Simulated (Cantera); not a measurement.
Charge: 1 mol Si(CH₃)₄, 1.4 mol HCl, 730 mol H₂, equilibrated at 0.00220 bar.

These are equilibrium values from Cantera (NASA tables, ideal gas, pure condensed phases), not measurements of a reactor. Candidate condensed phases: C, C₆H₆, C₇H₈, C₈H₁₈, Si, SiC; 109 gas species. Kinetics and transport are ignored.

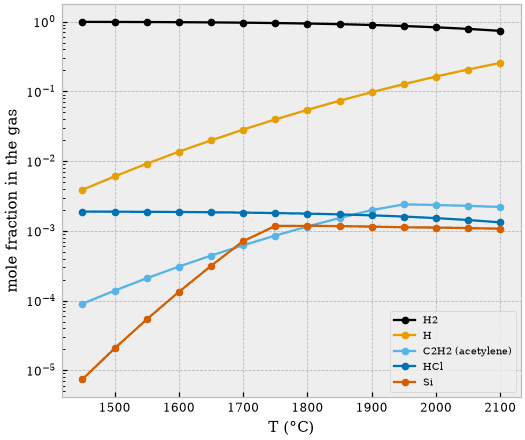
*Equilibrium gas composition (values under 1e-9 drawn at 1e-9)*

From 1450 °C to 1700 °C the condensed part is C(graphite) + SiC(s). From 1750 °C to 1900 °C the condensed part is C(graphite). From 1950 °C to 2100 °C nothing is condensed. The main Si-bearing gas is Si throughout.
